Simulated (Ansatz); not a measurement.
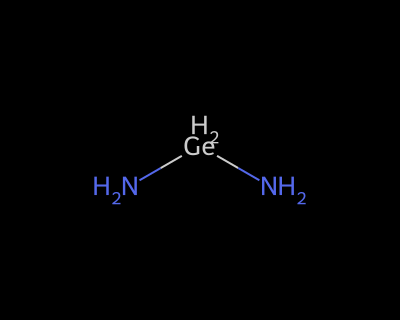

Skeletal drawing of a molecule.

Transcribe the drawing into SMILES.

Answer. [NH2][GeH2][NH2]

Give the formula, hydrogens included.

Answer. GeH6N2.

An optimisation with PBE0-D4/def2-TZVP gave a structure of which point group?

Answer. C2.

The parts below concern this one geometry. Atoms keep their numbers from picture to picture. Computed geometry: PBE0-D4/def2-TZVP optimisation.

### Dipole moment

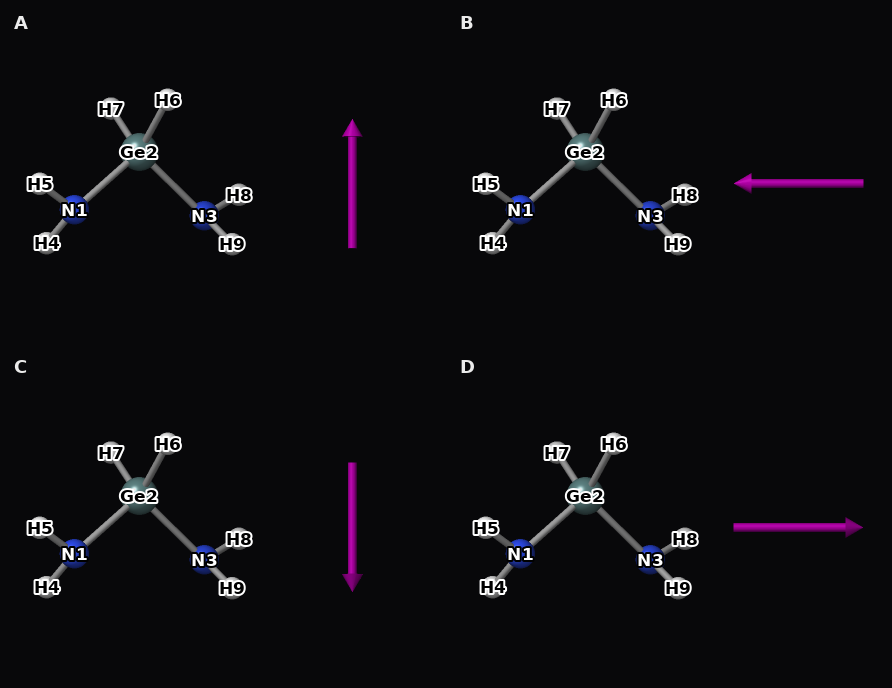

The same molecule four times, each with an arrow. Properties computed with RKS r2SCAN-D4/def2-TZVPP (Ansatz 0.2.0).

Which arrow points along the dipole moment, from the negative to the positive end?

Answer. A. The dipole moment is 0.48 D; it points from the side of H4, H9 to the side of H6, H7 (the outermost atoms at the two ends).

### Vibrations

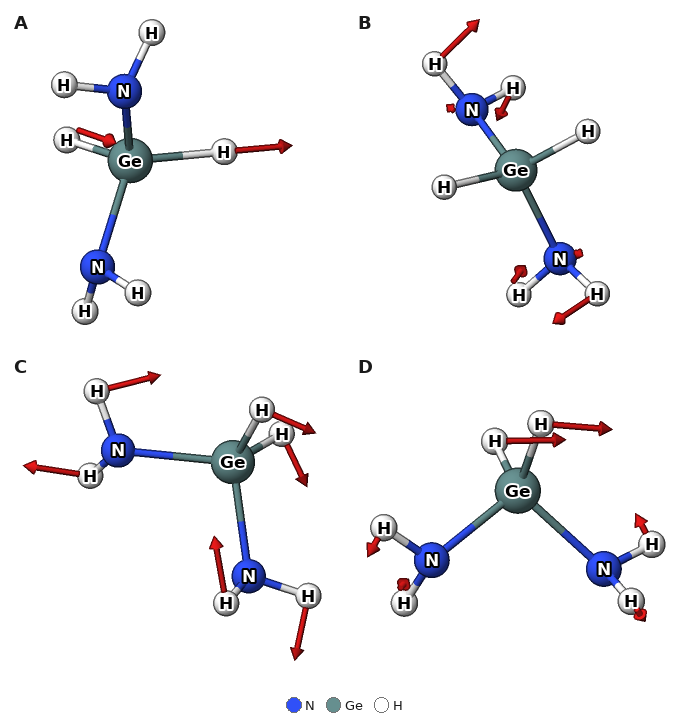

4 normal modes of one molecule or complex, as arrows. Harmonic vibrations computed with RKS PBE0-D4/def2-TZVP (Ansatz 0.2.0) at a stationary point of the same level.

Match the panels to the wavenumbers 308 cm⁻¹, 760 cm⁻¹, 926 cm⁻¹, 2105 cm⁻¹.

Answer. A: 2105 cm⁻¹, out-of-phase stretching of 2 Ge–H bonds
B: 308 cm⁻¹
C: 926 cm⁻¹, Ge–N–H bending
D: 760 cm⁻¹, H–Ge–N bending

### Charges

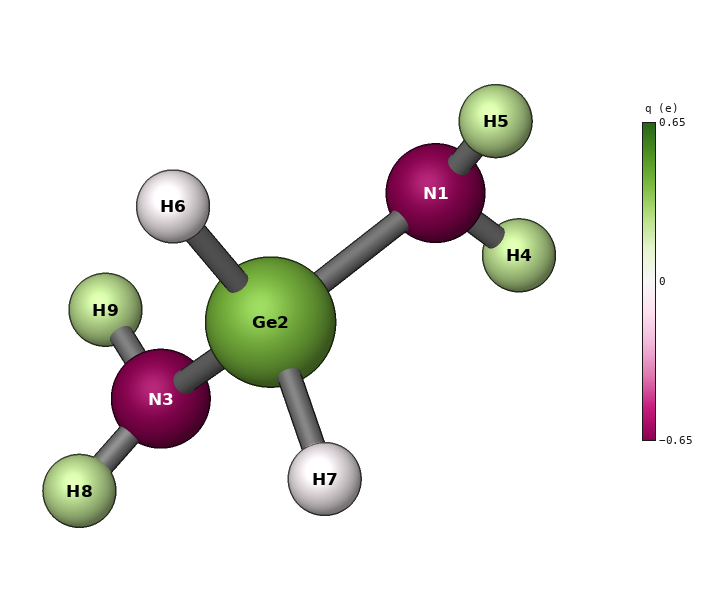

Atoms are coloured by their Mulliken charges. Properties computed with RKS PBE0-D4/def2-TZVP (Ansatz 0.2.0).

Give the Mulliken charges atom by atom.

| atom | value (e) |
| --- | --- |
| N1 | −0.64 |
| Ge2 | 0.40 |
| N3 | −0.64 |
| H4 | 0.24 |
| H5 | 0.23 |
| H6 | −0.03 |
| H7 | −0.03 |
| H8 | 0.23 |
| H9 | 0.24 |

Mulliken values depend strongly on the basis set and can even reverse the polarity of a bond.
